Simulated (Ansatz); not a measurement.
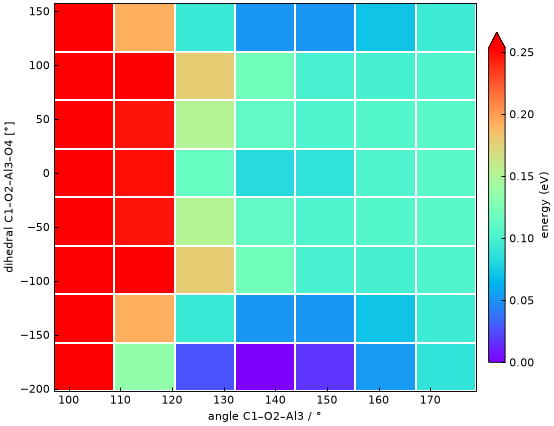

Energy landscape of CH₅AlO₃, SMILES C[O][Al]([OH])[OH]. Coordinates scanned: (1) angle C1–O2–Al3; (2) dihedral C1–O2–Al3–O4. Nothing is relaxed (all other coordinates rigid). The scan uses a 7 × 8 grid. Energies are in eV, from the lowest grid point. Energies and slopes of some neighbouring points disagree (a jump in structure or state, or too coarse a mesh). Theory: Ansatz, RKS B3LYP-D4/def2-SVP.

In the figure: one coloured cell a grid point, one colour for all values above the top of the scale. 

### Where are the lowest and the highest points?

The lowest grid point is at angle C1–O2–Al3 = 138.0°, dihedral C1–O2–Al3–O4 = −180°. Other grid points that lie below all their neighbours: angle C1–O2–Al3 = 138.0°, dihedral C1–O2–Al3–O4 = 0° (0.082 eV higher). The highest grid point, angle C1–O2–Al3 = 103.0°, dihedral C1–O2–Al3–O4 = 0°, lies 0.692 eV above the lowest.

Grid values (eV):

```csv
"dihedral C1–O2–Al3–O4 ↓, angle C1–O2–Al3 →",103.0,114.7,126.3,138.0,149.7,161.3,173.0
135,0.388,0.192,0.093,0.051,0.051,0.070,0.093
90,0.420,0.276,0.178,0.121,0.099,0.098,0.103
45,0.454,0.247,0.152,0.111,0.102,0.106,0.107
0,0.692,0.248,0.114,0.082,0.088,0.102,0.108
−45,0.454,0.247,0.152,0.111,0.102,0.106,0.107
−90,0.420,0.276,0.178,0.121,0.099,0.098,0.103
−135,0.388,0.192,0.093,0.051,0.051,0.070,0.093
−180,0.432,0.135,0.027,0.000,0.017,0.053,0.088
```

Each point was launched as `ansatz run input.yaml --threads 1 --pin off --max-ram 2560MiB --backend cpu --events-out ev --progress --plain --runs-dir out`. The whole map (56 points run) took 13 min on 1 thread of Intel(R) Xeon(R) Processor @ 2.50GHz (Skylake/Cascade Lake), on a shared host.
